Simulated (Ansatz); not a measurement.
## Be chain started as a strip of triangles: period, moment and channels by functional

Wanted: the relaxed geometry and the open channels of the Be chain started as a strip of triangles, by several methods.

Program: Ansatz 0.2.0. Level of theory: DFT PBE, plane waves, PAW; relaxation of a chain's period, in the first sound run; inputs show where later runs differ. Results are calculated unless marked as measured.

### 1. The starting structure

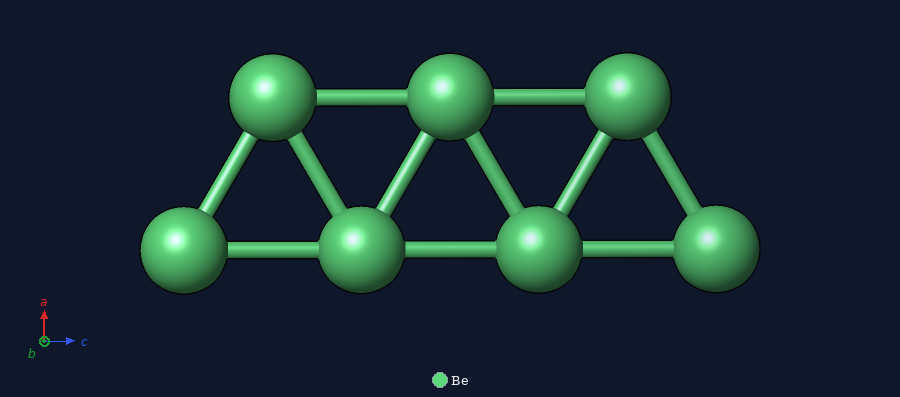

Start, viewed from the side, with the c axis across the page; beryllium green. 1×1×3 cells are drawn. Some periodic images of atoms are drawn too.

The cell holds 2 atoms: 2 Be. Cell: a = 9.000 Å, b = 7.500 Å, c = 1.879 Å, α = 90.0°, β = 90.0°, γ = 90.0°. Vacuum lies along a and b. The structure's axis is c.

### 2. Relaxation of atoms and period, level PBE, cutoff 420 eV

Band widths follow the bond lengths, so the chain is relaxed first. The atoms and the third cell vector are free; the box across stays fixed as vacuum. Moments are seeded so that a magnetic state can form if it lies lower. A Fermi-Dirac smearing is set since the result may be a metal. The pressure printed is a third of the stress's trace over the whole box, vacuum included; only the stress along the axis is relaxed.

Contents of input.yaml:

```yaml
crystal:
  lattice:
    - [9.0, 0.0, 0.0]
    - [0.0, 7.5, 0.0]
    - [0.0, 0.0, 1.87872]
  atoms:
    - { symbol: Be, position: [0.410826667, 0.5, 0.0], spin: 0.5 }
    - { symbol: Be, position: [0.589173333, 0.5, 0.5], spin: 0.5 }
magnetization:
  spin_polarized: true
kpoints:
  mp_grid: { grid: [1, 1, 43] }
scf:
  occupations: { method: fermi_dirac, width: 0.05 }
hamiltonian:
  xc: pbe
relax:
  cell: { fix: [a, b, alpha, beta, gamma] }
  max_steps: 60
```

Command:

```console
$ ansatz run input.yaml --threads 4 --pin off --max-ram 8192MiB --backend cpu --events-out ev --progress --plain --runs-dir out
```

Numbers of over 12 decimals in the logs are rounded to 6 here.

The log of the run:

```text
Engine: ansatz 0.2.0, x86_64-unknown-linux-gnu
Pseudopotentials: kind: paw
Pseudopotential: Be, paw, valence charge 2, recommended cutoff 420 eV (normal), Be.paw.azcp
Functional definition: PBE
  parameter kappa = 0.804
  parameter beta = 0.066725
  exchange = pbe_x(kappa = kappa, mu = beta*pi^2/3)
  correlation = pbe_c(beta = beta)
Crystal: 2 atoms, lattice volume = 126.814 Å³
Basis set: ecut = 420 eV, 2465 PW (Γ), exchange–correlation on 128×108×30 points (8 copies of the dense FFT grid, shifted against one another)
Bands: 7, of which v1, the nominal top of the filled ones, is band 2 counted from 1 (1 counted from 0)
Symmetry: 8 space group operations
Space group: Pmma (ITA 51), of the structure as read, at distance tolerance 5.0e-5 Å
Magnetic group: BNS 51.289 (UNI 387), of the structure as read, at distance tolerance 5.0e-5 Å
k-points: 22 of 43
Non-local potential: Be, projectors of the file, l = 0: 2, l = 1: 2, l = 2: 1
PAW form: soft (Blöchl's): semilocal exchange-correlation on the pseudo side does not see the compensation charge
PAW one-centre angular grid: Be, 110 points (default); XC on 64 Gauss nodes
Initial density: superposition of atomic densities (neutral atoms: chi_scale 0, normalization atom)
Starting moments: Σ|m| = 1 μB on 2 of 2 sites
Initial wavefunctions: pseudopotential atomic-orbital guess
Functional: x = pbe(κ = 0.804, μ = 0.219515), c = pbe(β = 0.066725)
SCF iter   1: F=—  HF=-183.038380 eV  |F-HF|=—  |Δ(HF+E_count)|=         —  Δρ=2.05e-2 (↑1.98e-2 ↓2.05e-2)  dr2=5.09e0  dr2_m=1.78e-2  M=0.676 μB ∫|m|=0.676 μB  β_m=0.30  ethr=3.10e-3  ⟨swp⟩=7.2  Hψ=3429  notcnv=0
preconditioner: auto → LDOS  [metal: Δε(μ)=0.113 eV  Ē_g=9.593 eV  σ=0.050 eV  W_gap=0.44  n_scr=10 (ndim 8)  ℏωp=6.6 eV  f_vac=0.477  D(μ)=0.99/eV (n_scr^D=8)]
spin=Collinear: LDOS preconditioning applied to the charge; magnetization (m = ρ↑ − ρ↓) channel mixes plain (no charge-response kernel on spin).
SCF iter   2: F=—  HF=-181.881170 eV  |F-HF|=—  |Δ(HF+E_count)|=    1.16e0  Δρ=1.26e-2 (↑1.25e-2 ↓1.26e-2)  dr2=2.00e0  dr2_m=1.13e-2  M=0.595 μB ∫|m|=0.595 μB  β_m=0.30  ethr=3.10e-3  ⟨swp⟩=2.6  Hψ=949  notcnv=0  defer=24
SCF iter   3: F=—  HF=-181.195975 eV  |F-HF|=—  |Δ(HF+E_count)|=   6.85e-1  Δρ=5.33e-3 (↑5.33e-3 ↓4.72e-3)  dr2=1.45e-1  dr2_m=5.86e-3  M=0.532 μB ∫|m|=0.532 μB  β_m=0.30  ethr=3.10e-3  ⟨swp⟩=3.3  Hψ=819  notcnv=0  defer=24
SCF iter   4: F=—  HF=-181.242375 eV  |F-HF|=—  |Δ(HF+E_count)|=   4.64e-2  Δρ=3.63e-3 (↑1.88e-3 ↓3.63e-3)  dr2=6.30e-2  dr2_m=5.29e-3  M=0.447 μB ∫|m|=0.447 μB  β_m=0.30  ethr=3.10e-3  ⟨swp⟩=2.6  Hψ=734  notcnv=0  defer=24
SCF iter   5: F=—  HF=-181.243103 eV  |F-HF|=—  |Δ(HF+E_count)|=   7.28e-4  Δρ=2.36e-3 (↑2.36e-3 ↓2.22e-3)  dr2=4.79e-3  dr2_m=4.44e-3  M=0.412 μB ∫|m|=0.412 μB  β_m=0.30  ethr=1.57e-3  ⟨swp⟩=2.7  Hψ=564  notcnv=0  defer=23
SCF iter   6: F=—  HF=-181.255318 eV  |F-HF|=—  |Δ(HF+E_count)|=   1.22e-2  Δρ=1.86e-3 (↑1.53e-3 ↓1.86e-3)  dr2=1.90e-3  dr2_m=3.19e-3  M=0.376 μB ∫|m|=0.376 μB  β_m=0.30  ethr=1.20e-4  ⟨swp⟩=2.7  Hψ=582  notcnv=0  defer=23
SCF iter   7: F=—  HF=-181.259365 eV  |F-HF|=—  |Δ(HF+E_count)|=   4.05e-3  Δρ=1.47e-3 (↑1.47e-3 ↓1.46e-3)  dr2=3.30e-5  dr2_m=2.47e-3  M=0.347 μB ∫|m|=0.347 μB  β_m=0.30  ethr=4.75e-5  ⟨swp⟩=2.7  Hψ=545  notcnv=0  defer=23
SCF iter   8: F=—  HF=-181.262657 eV  |F-HF|=—  |Δ(HF+E_count)|=   3.29e-3  Δρ=1.33e-3 (↑1.31e-3 ↓1.33e-3)  dr2=3.19e-5  dr2_m=2.02e-3  M=0.317 μB ∫|m|=0.317 μB  β_m=0.30  ethr=8.26e-7  ⟨swp⟩=2.0  Hψ=510  notcnv=0  defer=23
SCF iter   9: F=—  HF=-181.265101 eV  |F-HF|=—  |Δ(HF+E_count)|=   2.44e-3  Δρ=1.25e-3 (↑1.16e-3 ↓1.25e-3)  dr2=7.30e-5  dr2_m=1.68e-3  M=0.288 μB ∫|m|=0.288 μB  β_m=0.30  ethr=7.98e-7  ⟨swp⟩=2.0  Hψ=488  notcnv=0  defer=23
SCF iter  10: F=—  HF=-181.267032 eV  |F-HF|=—  |Δ(HF+E_count)|=   1.93e-3  Δρ=1.10e-3 (↑1.10e-3 ↓1.09e-3)  dr2=1.07e-5  dr2_m=1.39e-3  M=0.264 μB ∫|m|=0.264 μB  β_m=0.30  ethr=7.98e-7  ⟨swp⟩=2.0  Hψ=487  notcnv=0  defer=23
SCF iter  11: F=—  HF=-181.268619 eV  |F-HF|=—  |Δ(HF+E_count)|=   1.59e-3  Δρ=1.00e-3 (↑9.97e-4 ↓1.00e-3)  dr2=1.76e-6  dr2_m=1.16e-3  M=0.242 μB ∫|m|=0.242 μB  β_m=0.30  ethr=2.67e-7  ⟨swp⟩=2.0  Hψ=517  notcnv=0  defer=23
SCF iter  12: F=—  HF=-181.269929 eV  |F-HF|=—  |Δ(HF+E_count)|=   1.31e-3  Δρ=9.11e-4 (↑9.09e-4 ↓9.11e-4)  dr2=9.78e-7  dr2_m=9.63e-4  M=0.222 μB ∫|m|=0.222 μB  β_m=0.30  ethr=4.40e-8  ⟨swp⟩=3.2  Hψ=496  notcnv=0  defer=23
SCF iter  13: F=—  HF=-181.271002 eV  |F-HF|=—  |Δ(HF+E_count)|=   1.07e-3  Δρ=8.37e-4 (↑8.15e-4 ↓8.37e-4)  dr2=3.72e-6  dr2_m=7.92e-4  M=0.204 μB ∫|m|=0.204 μB  β_m=0.30  ethr=2.45e-8  ⟨swp⟩=3.4  Hψ=587  notcnv=0  defer=23
Mixer restart at iter 13: flushing history
spin-set hold released at iteration 13 (site moments contracting): the magnetisation degrees of freedom join the quasi-Newton model from the next iteration; the mixer history was flushed
SCF iter  14: F=—  HF=-181.271878 eV  |F-HF|=—  |Δ(HF+E_count)|=   8.76e-4  Δρ=7.59e-4 (↑7.26e-4 ↓7.59e-4)  dr2=8.48e-6  dr2_m=6.40e-4  M=0.189 μB ∫|m|=0.189 μB  β_m=0.26  ethr=2.45e-8  ⟨swp⟩=3.2  Hψ=502  notcnv=0  defer=23
SCF iter  15: F=—  HF=-181.274071 eV  |F-HF|=—  |Δ(HF+E_count)|=   2.19e-3  Δρ=4.36e-4 (↑4.12e-4 ↓4.36e-4)  dr2=1.19e-5  dr2_m=2.08e-4  M=0.143 μB ∫|m|=0.143 μB  β_m=0.68  ethr=2.45e-8  ⟨swp⟩=3.6  Hψ=626  notcnv=0  defer=23
SCF iter  16: F=—  HF=-181.275144 eV  |F-HF|=—  |Δ(HF+E_count)|=   1.07e-3  Δρ=1.13e-4 (↑1.13e-4 ↓1.01e-4)  dr2=6.99e-6  dr2_m=1.29e-5  M=0.093 μB ∫|m|=0.093 μB  β_m=0.84  ethr=2.45e-8  ⟨swp⟩=4.0  Hψ=700  notcnv=0  defer=23
SCF iter  17: F=—  HF=-181.275274 eV  |F-HF|=—  |Δ(HF+E_count)|=   1.30e-4  Δρ=5.42e-5 (↑4.81e-5 ↓5.42e-5)  dr2=9.39e-7  dr2_m=2.89e-6  M=0.073 μB ∫|m|=0.073 μB  β_m=0.82  ethr=2.45e-8  ⟨swp⟩=3.2  Hψ=600  notcnv=0  defer=23
SCF iter  18: F=—  HF=-181.275304 eV  |F-HF|=—  |Δ(HF+E_count)|=   3.01e-5  Δρ=3.65e-5 (↑3.21e-5 ↓3.65e-5)  dr2=3.08e-7  dr2_m=1.34e-6  M=0.063 μB ∫|m|=0.063 μB  β_m=0.91  ethr=2.35e-8  ⟨swp⟩=3.0  Hψ=507  notcnv=0  defer=23
SCF iter  19: F=—  HF=-181.275328 eV  |F-HF|=—  |Δ(HF+E_count)|=   2.39e-5  Δρ=1.91e-5 (↑1.75e-5 ↓1.91e-5)  dr2=3.07e-8  dr2_m=3.87e-7  M=0.050 μB ∫|m|=0.050 μB  β_m=0.96  ethr=2.50e-9  ⟨swp⟩=2.8  Hψ=1099  notcnv=0
SCF iter  20: F=—  HF=-181.275342 eV  |F-HF|=—  |Δ(HF+E_count)|=   1.36e-5  Δρ=8.86e-6 (↑6.80e-6 ↓8.86e-6)  dr2=1.21e-7  dr2_m=6.21e-8  M=0.034 μB ∫|m|=0.034 μB  β_m=0.98  ethr=7.67e-10  ⟨swp⟩=5.8  Hψ=887  notcnv=0
[...]
SCF iter  10: F=-181.849649 eV  HF=-181.849649 eV  |F-HF|=4.55e-11  |Δ(HF+E_count)|=   1.51e-9  Δρ=8.41e-8 (↑8.41e-8 ↓8.05e-8)  dr2=1.66e-12  dr2_m=8.08e-12  M=0.000 μB ∫|m|=0.000 μB  β_m=1.00  ethr=1.00e-12  ⟨swp⟩=1.0  Hψ=952  notcnv=0
SCF iter  11: F=-181.849649 eV  HF=-181.849649 eV  |F-HF|=5.68e-13  |Δ(HF+E_count)|=  8.04e-11  Δρ=1.18e-8 (↑1.18e-8 ↓7.48e-9)  dr2=1.18e-13  dr2_m=9.98e-14  M=-0.000 μB ∫|m|=0.000 μB  ethr=1.00e-12  ⟨swp⟩=1.0  Hψ=840  notcnv=0
the starting moments were not kept: the SCF closed with an absolute magnetisation of 1.1e-6 μB, where they sum to 1 μB in size (2 sites). That is at most 0.1 of that sum. Measured as dr2_m measures the in/out step, that magnetisation stands 2.0e-13 eV from none, at or under the dr2_threshold of 2.0e-7 eV: it is no larger than a step whose dr2_m would equal this threshold.
SCF 3 converged in 11 iterations: F = -181.849649 eV  dr2 = 1.18e-13
  greatest PAW one-centre occupation: 0.435 electrons in one spin orbital (limit 2), on the Be atom at site 1 (counted from 0), in its partial waves of l = 0
relax step   3: F+E_penalty+E_count = -181.84964932 eV  Δ(F+E_penalty+E_count) = -1.989e-1 eV  max|allowed force component| = 2.944e-1 eV/Å  Δτ_max = 0.0328 Å  P = +1.130 GPa  Ω = 139.181 Å³  energy of the carried Pulay correction = -3.492e-4 eV  fix = [a, b, alpha, beta, gamma]  reactions: a +0.726, b +0.094 GPa  (11 SCF iters, dr2 threshold 2.00e-7 eV, accepted)
[...]
relax step   4: F+E_penalty+E_count = -181.90311145 eV  Δ(F+E_penalty+E_count) = -5.346e-2 eV  max|allowed force component| = 3.408e-2 eV/Å  Δτ_max = 0.0130 Å  P = +0.116 GPa  Ω = 145.522 Å³  energy of the carried Pulay correction = -5.160e-4 eV  fix = [a, b, alpha, beta, gamma]  reactions: a +0.213, b +0.083 GPa  (10 SCF iters, dr2 threshold 2.00e-7 eV, accepted)
[...]
relax step   5: F+E_penalty+E_count = -181.90321167 eV  Δ(F+E_penalty+E_count) = -1.002e-4 eV  max|allowed force component| = 1.249e-2 eV/Å  Δτ_max = 0.0042 Å  P = +0.071 GPa  Ω = 145.600 Å³  energy of the carried Pulay correction = -5.180e-4 eV  fix = [a, b, alpha, beta, gamma]  reactions: a +0.125, b +0.083 GPa  (9 SCF iters, dr2 threshold 7.26e-8 eV, accepted)
[...]
relax step   6: F+E_penalty+E_count = -181.90322536 eV  Δ(F+E_penalty+E_count) = -1.368e-5 eV  max|allowed force component| = 1.855e-3 eV/Å  Δτ_max = 0.0014 Å  P = +0.077 GPa  Ω = 145.646 Å³  energy of the carried Pulay correction = -5.192e-4 eV  fix = [a, b, alpha, beta, gamma]  reactions: a +0.152, b +0.082 GPa  (9 SCF iters, dr2 threshold 9.76e-9 eV, accepted)
Initial wavefunctions: pseudopotential atomic-orbital guess (no wavefunctions were taken with the density)
iter 1 solved again at ethr=7.52e-6 eV; its pass at ethr=3.10e-3 eV (dr2=3.01e-4 eV) is discarded
SCF iter   1: F=—  HF=-181.904778 eV  |F-HF|=—  |Δ(HF+E_count)|=         —  Δρ=3.31e-5 (↑3.31e-5 ↓3.31e-5)  dr2=6.72e-7  dr2_m=3.65e-13  M=-0.000 μB ∫|m|=0.000 μB  β_m=0.30  ethr=7.52e-6  ⟨swp⟩=2.2  Hψ=3850  notcnv=0
eigensolver tolerance schedule: the retry pair's looser diagonalisation over-reported the residual by 446.27 of it (diagonalisation noise at an unbounded share of the residual, at the tolerance the schedule requests for it); recorded, not acted on — ethr = c·dr2/N_el stays at c = 1.0e-1
preconditioner: auto → none  [insulator: Δε(μ)=0.132 eV  Ē_g=6.805 eV  σ=0.050 eV  W_gap=0.55  n_scr=10 (ndim 8)  ℏωp=6.2 eV  f_vac=0.520  D(μ)=1.59/eV (n_scr^D=10)  ε∞_Penn≈1.8]
SCF iter   2: F=—  HF=-181.904783 eV  |F-HF|=—  |Δ(HF+E_count)|=   4.40e-6  Δρ=2.33e-5 (↑2.33e-5 ↓2.33e-5)  dr2=3.19e-7  dr2_m=2.84e-13  M=-0.000 μB ∫|m|=0.000 μB  β_m=0.62  ethr=1.68e-8  ⟨swp⟩=2.5  Hψ=402  notcnv=0
SCF iter   3: F=—  HF=-181.904787 eV  |F-HF|=—  |Δ(HF+E_count)|=   4.65e-6  Δρ=1.56e-6 (↑1.56e-6 ↓1.56e-6)  dr2=9.04e-9  dr2_m=8.64e-14  M=-0.000 μB ∫|m|=0.000 μB  β_m=0.66  ethr=7.96e-9  ⟨swp⟩=2.0  Hψ=402  notcnv=0
SCF iter   4: F=—  HF=-181.904787 eV  |F-HF|=—  |Δ(HF+E_count)|=   1.42e-8  Δρ=4.22e-7 (↑4.22e-7 ↓4.21e-7)  dr2=1.55e-9  dr2_m=5.10e-14  M=-0.000 μB ∫|m|=0.000 μB  β_m=0.58  ethr=2.26e-10  ⟨swp⟩=2.2  Hψ=380  notcnv=0
SCF iter   5: F=—  HF=-181.904787 eV  |F-HF|=—  |Δ(HF+E_count)|=   4.45e-8  Δρ=1.23e-7 (↑1.23e-7 ↓1.22e-7)  dr2=5.59e-11  dr2_m=3.66e-14  M=-0.000 μB ∫|m|=0.000 μB  β_m=0.67  ethr=3.87e-11  ⟨swp⟩=2.2  Hψ=408  notcnv=0
SCF iter   6: F=-181.904787 eV  HF=-181.904787 eV  |F-HF|=2.19e-12  |Δ(HF+E_count)|=  6.46e-11  Δρ=3.69e-8 (↑3.69e-8 ↓3.63e-8)  dr2=7.00e-12  dr2_m=1.97e-14  M=-0.000 μB ∫|m|=0.000 μB  ethr=1.00e-12  ⟨swp⟩=5.5  Hψ=865  notcnv=0
the starting moments were not kept: the SCF closed with an absolute magnetisation of 1.1e-6 μB, where they sum to 1 μB in size (2 sites). That is at most 0.1 of that sum. Measured as dr2_m measures the in/out step, that magnetisation stands 1.3e-13 eV from none, at or under the dr2_threshold of 2.0e-11 eV: it is no larger than a step whose dr2_m would equal this threshold.
SCF 7 converged in 6 iterations: F = -181.904787 eV  dr2 = 7.00e-12
relax step   7: F+E_penalty+E_count = -181.90478722 eV  Δ(F+E_penalty+E_count) = -1.562e-3 eV  max|allowed force component| = 1.337e-3 eV/Å  Δτ_max = 0.0000 Å  P = +0.087 GPa  Ω = 145.646 Å³  fix = [a, b, alpha, beta, gamma]  reactions: a +0.156, b +0.088 GPa  stress off target by 1.76e-2 GPa on what of the cell is left free  SCF on the basis re-selected at this cell (its energy is not comparable with the rows above)  (6 SCF iters)
basis re-selected at this cell: Δ(F+E_penalty+E_count) = -1.562e-3 eV, ΔP = +0.010 GPa vs the last step (what re-selecting the basis moved, of the pressure what is left beyond the Pulay correction that the steps carried, after the strain that the cell walked since its last selection, with what the two solves' SCF thresholds leave and, on support functions, any second-order correction that the steps lacked; it is no m [...]
SCF converged after 6 iterations
Magnetization: -0.0000 μB (2.0000 up, 2.0000 down)
Absolute magnetization: 0.0000 μB (∫|ρ↑−ρ↓|, with the PAW one-centre terms)
Spin contamination: 0.0000 ħ² per cell (⟨S²⟩ above its minimum at these occupations)
Per-site moments (μB) at R_I (Å): [(-1.9084214038132096e-7, 0.850630), (-1.908421403822919e-7, 0.850630)]
Free energy (F): -181.904787 eV
Harris-Foulkes:  -181.904787 eV  (|F-HF|=2.19e-12)
Internal energy: -181.891330 eV  (E = F + TS)
E sigma→0 (E₀):  -181.898059 eV
Entropy (-TS):   -0.013457 eV (-6.728 meV/atom)
Fermi energy:    -3.094771 eV
--- Per-component energies (eV) ---
  E_band       = -21.877898
  E_kinetic    = 33.253351
  E_local      = -139.300890  (includes V_loc(G=0)·N_el)
  E_nonlocal   = 11.141895
  E_hartree    = 55.623085
  E_xc         = -34.719121
  E_vxc        = -35.149415  (∫ρ·V_xc dr)
  E_paw        = -119.310180  (= ΣΔE_a)
  E_vpaw       = -3.069022  (= ΣTr[D̂ρ^β])
  E_aug_tail   = -0.000001  (compensation charges beyond the density's cutoff)
  E_ewald      = 11.420532
  E_smearing   = -0.013457  (= −TS)
  E_closure    = -0.000000  (closes the sum)
  Σ components = -181.904787   (vs F -181.904787, Δ=0.00e0)
--- Forces (eV/Å), atoms counted from 1 ---
  atom   1  Be    -0.00133714    -0.00000000    -0.00000000
  atom   2  Be     0.00133714     0.00000000     0.00000000
  max |Σ_I F_I| component: 2.17e-19 eV/Å
--- Stress (GPa, compression-positive) ---
        0.155739       0.000000       0.000000
        0.000000       0.087574      -0.000000
        0.000000      -0.000000       0.017647
  P = ⅓ Tr σ = 0.0870 GPa (0.870 kbar)
--- Relaxed structure (6 steps of the walk, 6 accepted, 1 SCFs on fresh bases) ---
  F+E_penalty+E_count = -181.90478722 eV   max|allowed force component| = 1.337e-3 eV/Å   (the final SCF, on the basis selected at the relaxed cell)
  cell:  # Å, volume = 145.6464 Å³
    - [9.0, 0, 0]
    - [0, 7.5, 0]
    - [0, 0, 2.157725]
  atoms:
    - { symbol: Be, position: [0.402367, 0.5, 0] }
    - { symbol: Be, position: [0.597633, 0.5, 0.5] }
```

Run time: 8.7 s. Hardware: 4 threads of Intel Xeon 6975P-C (Granite Rapids), shared host; peak memory 0.45 GiB; 28 s of CPU time.

Step by step:

```
step  energy less that of the first step (eV)  largest force component (eV/Å)  pressure (GPa)  volume (Å³)
   1                                   0.0000                          1.6983            4.56       126.81
   2                                  -0.3754                          0.9177            2.65       133.00
   3                                  -0.5743                          0.2944            1.13       139.18
   4                                  -0.6278                          0.0341            0.12       145.52
   5                                  -0.6279                          0.0125            0.07       145.60
   6                                  -0.6279                          0.0019            0.08       145.65
  7*                                  -0.6294                          0.0013            0.09       145.65
```

Relaxation steps marked * repeat the geometry before them on a plane-wave basis chosen anew for their cell, so energy and pressure can jump there.

Forces are held to the 8 operations that the run works with; a distortion that breaks them can't arise in this run.

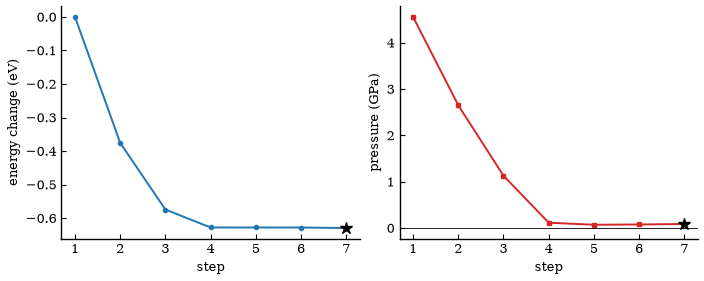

Energy and pressure along the relaxation. Stars mark steps on a basis chosen anew.

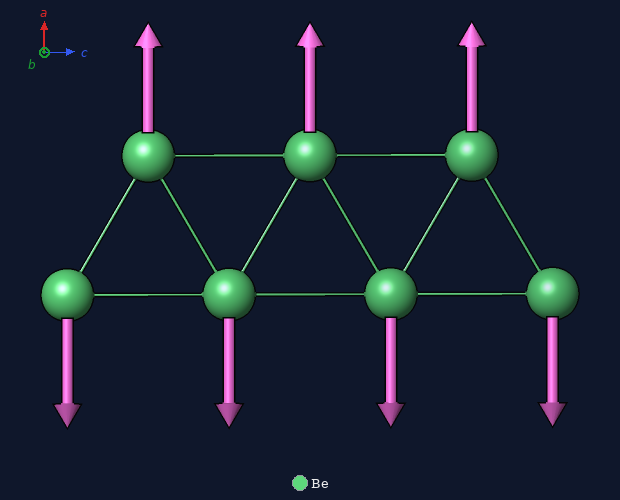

Displacements in the relaxation, exaggerated, measured against the changing cell; the longest in the cell stands for 0.08 Å. 1×1×3 cells are drawn. Some periodic images of atoms are drawn too.

```
cell as run  before  after   change
      c (Å)   1.879  2.158  +14.9 %
```

The atoms that moved most (Å, along periodic axes as changes of fractional coordinates times the final cell, across vacuum about the mean position):

```
atom      dx     dy     dz  length
 Be1  -0.076  0.000  0.000   0.076
 Be2   0.076  0.000  0.000   0.076
```

Final coordinates:

```cif
data_structure
_symmetry_space_group_name_H-M 'P 1'
_symmetry_Int_Tables_number 1
_cell_length_a 9.0000
_cell_length_b 7.5000
_cell_length_c 2.1577
_cell_angle_alpha 90.000
_cell_angle_beta 90.000
_cell_angle_gamma 90.000
_cell_volume 145.65
loop_
_atom_site_label
_atom_site_type_symbol
_atom_site_fract_x
_atom_site_fract_y
_atom_site_fract_z
_atom_site_occupancy
Be1 Be 0.40237 0.50000 0.00000 1
Be2 Be 0.59763 0.50000 0.50000 1
```

This step gave:

```yaml
energy_at_zero_smearing: -181.8981 eV
cell_length_along_the_wire: 2.158 Å
```

The cell's length comes to 2.158 Å with no moment. That is +15 % against the start, more than a small adjustment.

(Continued in part 2 of 4.)

[Logs are printed without paths, hosts, clocks, repeated set-up lines and the standing remarks that a program may print on its own settings, such as how far it seeks lower states.]

[Hosts, paths, dates, database ids (printed as entryN), source tags and the programs' standing remarks are cut or masked in the printed files.]
